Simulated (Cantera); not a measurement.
Feed: 1 mol B2O3, a varied amount of H2, 0.13 mol N2, equilibrated at 2173.15 K and 0.100 bar.

Method: chemical equilibrium by Gibbs-energy minimisation in Cantera with the NASA 1993 tables (ideal gas, pure condensed phases). Candidate condensed phases: B, BN, B2O3, B3O3H3, H2O; 39 gas species. Equilibrium is a limit: real reactors are often held back by kinetics, nucleation or transport.

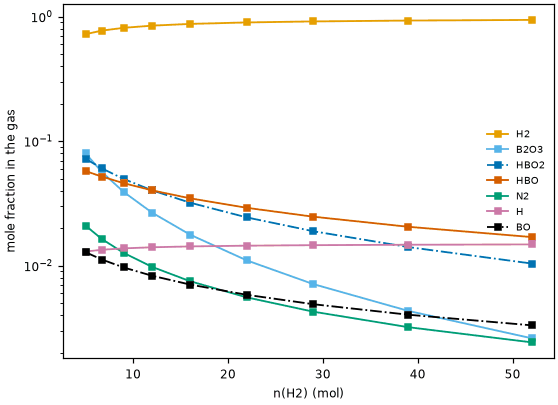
Fig. 1. Equilibrium gas composition (values under 1e-9 drawn at 1e-9)

From 5 mol H2 to 52 mol H2 nothing is condensed. The main B-bearing gas is B2O3 at 5 mol H2 and HBO at 52 mol H2.
